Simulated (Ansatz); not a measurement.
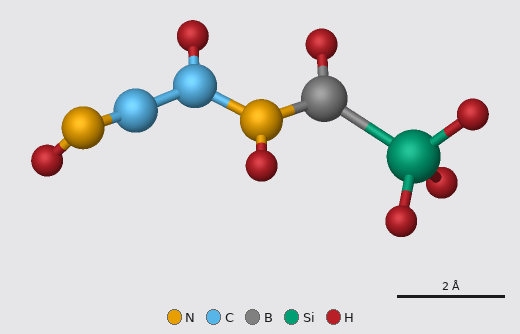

C2H7BN2Si, before the relaxation. The picture is a ball-and-stick view, seen at a tilt.

The start comes from PBE-D4/def2-SVP.

The calculation used RKS PBE0-D4/def2-TZVP (Ansatz 0.2.0).

The input:
```yaml
crystal:
  periodic: [false, false, false]
  atoms:
    - {symbol: N, position_ang: [-0.328535, -3.720870, 0.733854]}
    - {symbol: C, position_ang: [0.140746, -2.575624, 0.725168]}
    - {symbol: C, position_ang: [0.716257, -1.387695, 0.537845]}
    - {symbol: N, position_ang: [0.065034, -0.246292, 0.025598]}
    - {symbol: B, position_ang: [0.609515, 1.042077, -0.126784]}
    - {symbol: Si, position_ang: [-0.516294, 2.522355, -0.907406]}
    - {symbol: H, position_ang: [-0.800379, -4.000618, 1.613582]}
    - {symbol: H, position_ang: [1.769868, -1.254748, 0.828055]}
    - {symbol: H, position_ang: [-0.900883, -0.421650, -0.268752]}
    - {symbol: H, position_ang: [1.764443, 1.202137, 0.230831]}
    - {symbol: H, position_ang: [-0.671247, 3.681746, 0.047764]}
    - {symbol: H, position_ang: [0.082406, 3.085982, -2.174372]}
    - {symbol: H, position_ang: [-1.910231, 2.038500, -1.250683]}
basis:
  gaussian: {orbitals: def2-TZVP}
hamiltonian: {xc: pbe0, dispersion: d4}
relax: {f_tol: 0.005, max_steps: 150}
```

Command:
```bash
ansatz run in.yaml --threads 4 --pin off --events-out ev --progress --plain --max-ram 10444MiB
```

### Predict the outcome.

The largest move after the best rigid fit is that of H7, 0.068 Å. By element the largest moves are H 0.068 Å, N 0.044 Å, C 0.033 Å, B 0.022 Å, Si 0.018 Å. Among the contacts that change: C2–C3 1.333 → 1.312 Å, B5–H10 1.220 → 1.199 Å, Si6–H11 1.510 → 1.491 Å, C3–H8 1.101 → 1.082 Å. After 9 accepted moves (10 points after the start) the energy has fallen by 6.24 kJ/mol. Largest force component: 1 eV/Å at the start, 0.0026 eV/Å at the end. The line search rejected the trial step at point 3 of the run.

History of the run:

| step | E − E(0), kJ/mol | largest force component, eV/Å | note |
| --- | --- | --- | --- |
| 0 | 0.00 | 1.0013 |  |
| 1 | -5.82 | 0.2061 |  |
| 2 | -6.07 | 0.1022 |  |
| 3 | -5.85 | 0.1794 | rejected |
| 4 | -6.22 | 0.0441 |  |
| 5 | -6.23 | 0.0255 |  |
| 6 | -6.24 | 0.0166 |  |
| 7 | -6.24 | 0.0071 |  |
| 8 | -6.24 | 0.0071 |  |
| 9 | -6.24 | 0.0056 |  |
| 10 | -6.24 | 0.0026 |  |

The structure at the end:

```xyz
13

N    -0.3214   -3.6774    0.7360
C     0.1507   -2.5512    0.7061
C     0.7144   -1.3799    0.5299
N     0.0553   -0.2505    0.0187
B     0.5971    1.0240   -0.1229
Si   -0.5165    2.5057   -0.9002
H    -0.7845   -3.9345    1.6088
H     1.7505   -1.2466    0.8127
H    -0.8945   -0.4277   -0.2750
H     1.7313    1.1765    0.2355
H    -0.6633    3.6408    0.0555
H     0.0921    3.0571   -2.1445
H    -1.8905    2.0290   -1.2459
```

The end point in the same view:

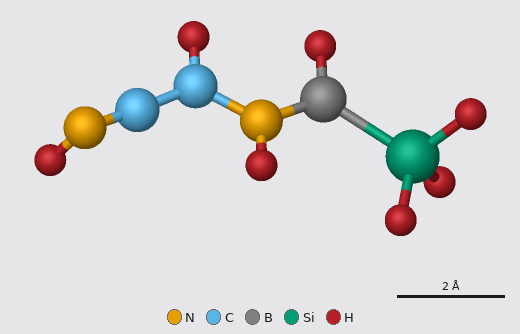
